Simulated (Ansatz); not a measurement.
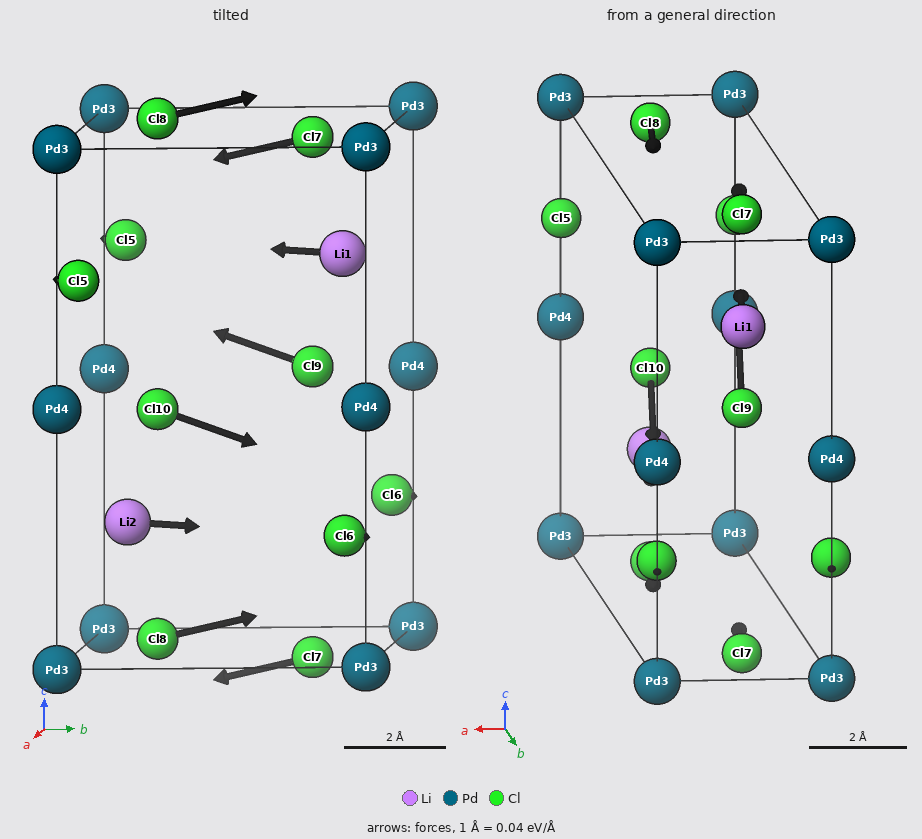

A spheres-only rendering, viewed slightly off an axis and from a general direction. The box is the cell (the run's own, in a reduced setting); atoms on or close to its faces, edges and corners are drawn wherever they repeat. The arrows are the computed forces on the atoms.

System: LiPdCl$_{3}$. Results below were computed with Ansatz, DFT, r2SCAN+rVV10, plane waves, PAW; the settings were an energy cutoff of 500 eV, k-points about 0.23 Å⁻¹ apart, Fermi-Dirac smearing of 0.03 eV, no spin polarisation.

Question: Are the atoms in equilibrium?

Answer: No. The atoms still feel forces of up to about 0.07 eV/Å, above a usual threshold of 0.01 to 0.03 eV/Å.

Question: Find the atom with the largest force.

Answer: Cl7, Cl8, Cl9 and Cl10, about 0.07 eV/Å.

Origin of the cell: a structure type filled with these elements by a generator (whether the compound takes this form wasn't checked). Earlier steps of the study, as a rule a relaxation of our own, may have changed the cell and positions, so they can lie some per cent off the listed ones. It was run through Ansatz as a DFT input.
